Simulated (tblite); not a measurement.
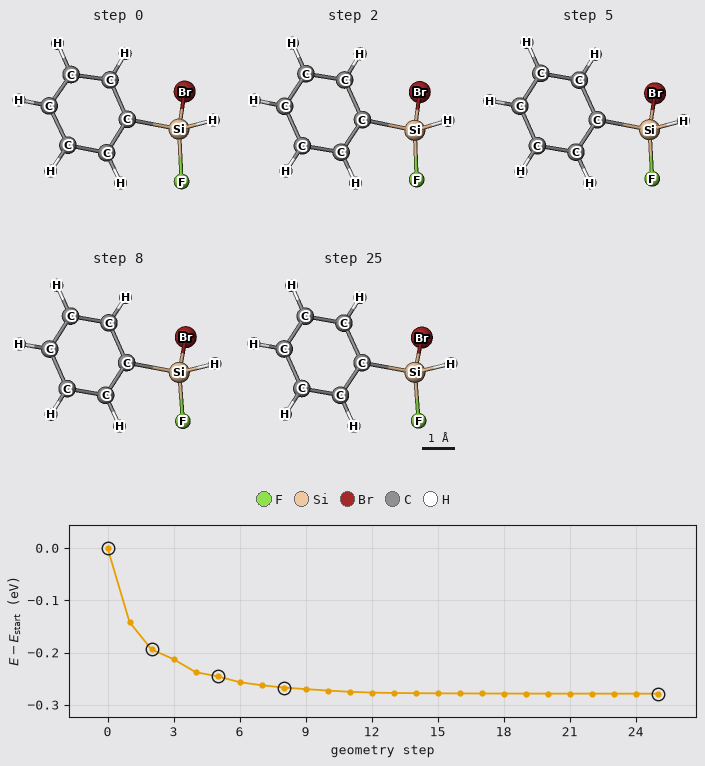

Frames of a relaxation of C₆H₆BrFSi, marked on the history of the run. The picture is a ball-and-stick view, seen at a tilt.

These are results of GFN2-xTB geometry optimisation, gas phase (tblite 0.8.0), not measurements. 

Q: Describe the path.

A: Over 25 geometry steps the energy falls by 0.279 eV. The largest move after the best rigid fit is that of the F atom, 0.16 Å. By element the largest moves are F 0.16 Å, H 0.13 Å, Br 0.12 Å, Si 0.05 Å, C 0.05 Å. Near-neighbour distances that change, for instance: F–Si 1.700 → 1.605 Å, H–Si 1.490 → 1.447 Å, Br–Si 2.236 → 2.205 Å, C–H 1.106 → 1.080 Å. Among the angles between lasting bonds that change: F–Si–Br 113.1° → 105.5°, C–Si–H 110.9° → 117.7°, Br–Si–H 112.4° → 108.2°. From step 0 to 2: the F atom moves most (0.06 Å), energy −0.194 eV. From step 2 to 5: the Br atom moves most (0.05 Å), energy −0.051 eV. From step 5 to 8: an H atom moves most (0.05 Å), energy −0.022 eV. From step 8 to 25: Br and H atoms move most (0.04 Å), energy −0.012 eV.

```tsv
step	E − E(0), eV
0	0.0000
1	-0.1418
2	-0.1941
3	-0.2126
4	-0.2374
5	-0.2455
6	-0.2567
7	-0.2624
8	-0.2670
9	-0.2699
10	-0.2727
11	-0.2751
12	-0.2766
13	-0.2773
14	-0.2777
15	-0.2780
16	-0.2782
17	-0.2783
18	-0.2784
19	-0.2785
20	-0.2785
21	-0.2786
22	-0.2786
23	-0.2786
24	-0.2786
25	-0.2786
```
